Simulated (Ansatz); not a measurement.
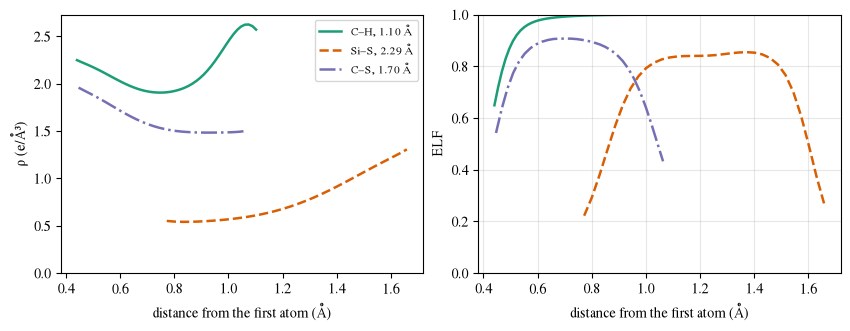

*CHS$_{2}$Si (SMILES C1=S=[Si]=[S+]1) (charge +1). Total electron density and ELF along straight lines between neighbouring atoms. The curves leave out the atomic cores.*

Geometry: B3LYP-D3(BJ)/def2-SVP.

All numbers below come from isolated molecule in a Gaussian basis; Kohn-Sham density functional theory, functional PBE0 (Ansatz 0.2.0).

```xyz
5

C    -2.0141    0.2139   -0.6356
S    -2.8149    0.2383    0.8653
S    -1.9526    1.6255   -1.5835
Si   -2.1228    2.3980    0.5633
H    -1.4562   -0.6838   -0.9477
```

Q: What kind of bonding do the profiles show?

A: C–H (1.10 Å): ρ is about 2.1 e/Å³ halfway; the ELF climbs to about 1 towards the hydrogen, as it does in any bond to H (an ordinary covalent bond to hydrogen).
Si–S (2.29 Å): ρ at the midpoint is about 0.64 e/Å³, with its minimum of 0.54 e/Å³ about 0.8 Å from Si; the ELF peaks at about 0.85 between the atoms; a covalent bond.
C–S (1.70 Å): the density is about 1.5 e/Å³ at the midpoint; the ELF peaks at about 0.90 between the atoms (a covalent bond).
